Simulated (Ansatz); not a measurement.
# AlH₅OSi: one species, many methods

Aim: compute AlH₅OSi with functionals from several rungs and with coupled cluster. The yardstick is the atomisation energy at the CCSD(T) limit.

Program: Ansatz 0.2.0, Gaussian basis. Level of theory: functionals in def2-TZVPP, the program's frozen cores in correlated methods. These are calculated values, not measurements.

The runs, in order: LDA (SPW92), PBE-D4, revPBE-D4, BLYP-D4, r2SCAN-D4, B97M-V, PBE0-D4, B3LYP-D4, r2SCANh-D4, r2SCAN0-D4, HSE06-D4, BHLYP-D4, CAM-B3LYP-D4, LC-ωPBE, ωB97X-V, ωB97M-V, B2PLYP, PBE-QIDH; CCSD(T)/def2-SVP; CCSD(T)/def2-TZVPP; MP2/def2-QZVPP; extrapolation to the limit; RPA on PBE.

1 further run of the same task is left out (it didn't finish).

## (1) The geometry

The geometry comes from an earlier relaxation with PBE0-D4 in a triple-zeta def2 set; it is a stationary point, not always the lowest conformer.

SMILES `[OH][AlH][SiH3]`, 8 atoms, charge 0, spin multiplicity 1.

Atoms are counted from 1 here; the program's logs count them from 0.

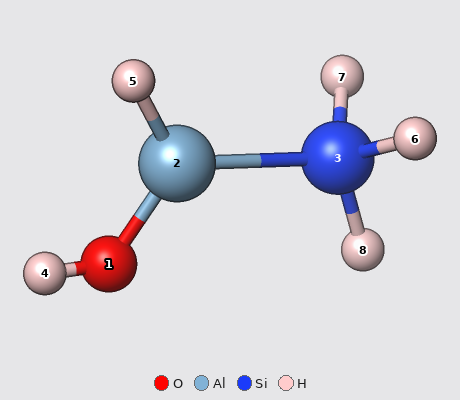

The structure; oxygen red, aluminium light blue, silicon blue, hydrogen pink; atoms are numbered from 1 in the order of the file.

## (2) LDA

This LDA is Slater exchange with PW92 correlation.

in.yaml

```yaml
crystal:
  periodic: [false, false, false]
  atoms:
    - {symbol: O, position_ang: [-1.887980, 0.419995, -0.999354]}
    - {symbol: Al, position_ang: [-0.315737, 0.833493, -0.507868]}
    - {symbol: Si, position_ang: [0.904551, -0.871771, 0.753460]}
    - {symbol: H, position_ang: [-2.450097, 1.008683, -1.501409]}
    - {symbol: H, position_ang: [0.257689, 2.266032, -0.892680]}
    - {symbol: H, position_ang: [1.429347, -0.308526, 2.031286]}
    - {symbol: H, position_ang: [2.086747, -1.347605, -0.022760]}
    - {symbol: H, position_ang: [0.067681, -2.057498, 1.083525]}
basis:
  gaussian: {orbitals: def2-TZVPP}
hamiltonian: {xc: lda}
output: {orbitals: {seedname: orbitals}}
```

Launch:

```bash
$ ansatz run in.yaml --threads 2 --pin off --events-out ev --progress --plain --max-ram 4352MiB
```

Further steps of the session: PBE-D4 (GGA); revPBE-D4 (GGA); BLYP-D4 (GGA); r2SCAN-D4 (meta-GGA); B97M-V (meta-GGA); PBE0-D4 (hybrid); B3LYP-D4 (hybrid); r2SCANh-D4 (hybrid); r2SCAN0-D4 (hybrid); HSE06-D4 (hybrid); BHLYP-D4 (hybrid); CAM-B3LYP-D4 (range-separated); LC-ωPBE (range-separated); ωB97X-V (range-separated); ωB97M-V (range-separated); B2PLYP (double hybrid); PBE-QIDH (double hybrid); CCSD(T) in def2-SVP; CCSD(T) in def2-TZVPP; MP2 in def2-QZVPP; RPA on PBE orbitals.

**Question.** What will the summary of the whole plan be? Wanted: atomisation energy, CCSD(T)/CBS; farthest beyond LDA; mean size of error, GGA; mean size of error, meta-GGA; mean size of error, hybrid; mean size of error, range-separated; mean size of error, double hybrid; gap, smallest and largest; T1 diagnostic.

As calculated:

| quantity | value |
| --- | --- |
| atomisation energy, CCSD(T)/CBS | 2429.5 kJ/mol |
| functionals within 12.1 kJ/mol (0.5 %) | B97M-V, CAM-B3LYP-D4, ωB97X-V |
| farthest beyond LDA | revPBE-D4 (-80.5 kJ/mol) |
| mean size of error, GGA | 52.1 kJ/mol |
| mean size of error, meta-GGA | 10.0 kJ/mol |
| mean size of error, hybrid | 48.4 kJ/mol |
| mean size of error, range-separated | 16.8 kJ/mol |
| mean size of error, double hybrid | 52.6 kJ/mol |
| gap, smallest and largest | 4.21 eV (LDA (SPW92)), 10.84 eV (LC-ωPBE) |
| T1 diagnostic | 0.0136 |
| triples share of the correlation energy | 3.1 % |

**Reading.** LDA overbinds by 249.9 kJ/mol (10 %). PBE-D4 is off by -36.4 kJ/mol. Double hybrids carry the basis error of their MP2 part in triple zeta, and no dispersion term here, so their miss is partly the set-up's. By mean error the best rung here is meta-GGA (10.0 kJ/mol) and the worst beyond LDA is double hybrid (52.6 kJ/mol). Misses under about 12.1 kJ/mol are within the doubt on the reference itself, which lacks core-valence correlation, relativity and higher excitations. Hartree-Fock recovers 74 % of the binding; the rest is correlation. CCSD(T) in def2-SVP is off by -175.8 kJ/mol, worse than the median functional, from the basis alone. Orbital gaps span 4.2 to 10.8 eV; exact exchange widens them.
